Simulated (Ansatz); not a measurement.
All values below come from PBE (plane waves to 420 eV, PAW; Ansatz, a first-principles code).

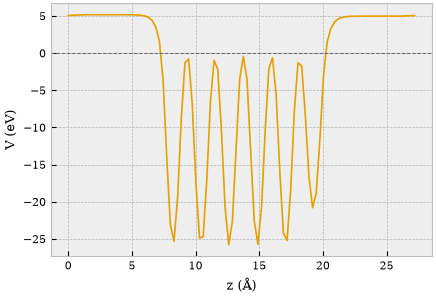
Figure. Plane-averaged electrostatic potential energy along the normal, in eV from the Fermi level, for a constructed model of the (111) surface of fcc Rh, p(2x2) surface alloy, Al on one Rh site of the top plane (bottom of the slab: a bare face, its two planes held)

Set-up: 24 atoms, 11.0 Å thick at the start; mesh 8x8x1; 0.1 eV smearing; dipole correction on; 8 atoms held, the rest relaxed; held to the start's symmetry, so lower structures may exist; no spin, no spin-orbit, no U. It is one candidate, not shown to be the stable structure of the face.

The vacuum level lies 4.98 eV above the Fermi level over the top face and 5.16 eV above it under the bottom face.
